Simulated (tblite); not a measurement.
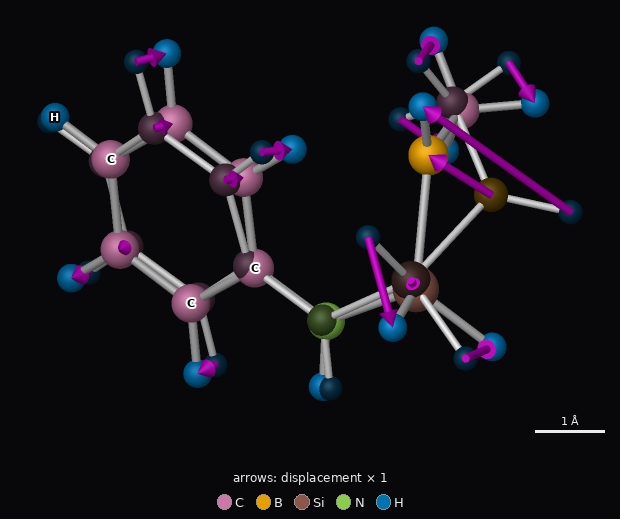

A relaxation of C₇H₁₂BNSi. The starting structure is drawn faded, the final one solid; purple arrows show the displacements, at their true length. The two geometries are superimposed by the best rigid fit.

The picture is a ball-and-stick view, seen at a tilt.

All numbers below come from tblite 0.8.0, GFN2-xTB geometry optimisation, gas phase. 

> What happened in the run?

The atom that moves furthest after the best rigid fit is an H atom (3.10 Å). Largest moves by element: H 3.10 Å, B 1.24 Å, C 0.32 Å, Si 0.23 Å, N 0.12 Å. Among the contacts that change: C–N 1.432 → 1.371 Å, N–Si 1.810 → 1.752 Å, H–N 1.044 → 1.009 Å, C–H 1.121 → 1.089 Å. Among the angles between lasting bonds that change: B–Si–H 108.6° → 118.1°, N–Si–H 109.2° → 102.0°, B–Si–H 111.3° → 117.8°. Groups turn about B–Si by about 120°, B–C by about 85°, N–Si by about 45°. Over 244 geometry steps the energy falls by 11.1 kcal/mol. The run took 3.9 s on 1 thread of Arm Neoverse N1, on a shared host.
